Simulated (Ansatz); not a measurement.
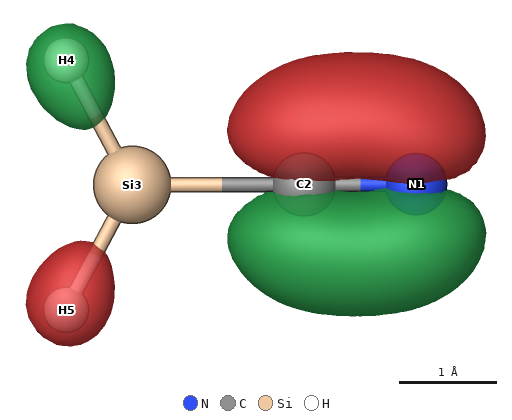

Figure 1: CH2NSi (charge +1). One frontier orbital at ±0.15 Å⁻³ᐟ² (green and red are the two phases), seen across its widest extent.

Geometry: PBE0-D4/def2-TZVP.

Computed with RKS PBE0-D4/def2-TZVPP (Ansatz).

```
atom    x (Å)    y (Å)    z (Å)
   N   0.9496  -1.3400   1.5612
   C   0.4649  -0.6558   0.7642
  Si  -0.2802   0.3954  -0.4607
   H  -1.4303  -0.1325  -1.2077
   H   0.2961   1.7329  -0.6570
```

Question: Which orbital is it: HOMO or LUMO?

Answer: The HOMO, at −16.31 eV. Its weight (Hirshfeld) is mainly on N1 (about 45 %) and C2 (about 40 %); it is symmetric in the molecular plane (an in-plane orbital: σ, lone-pair or in-plane π type).
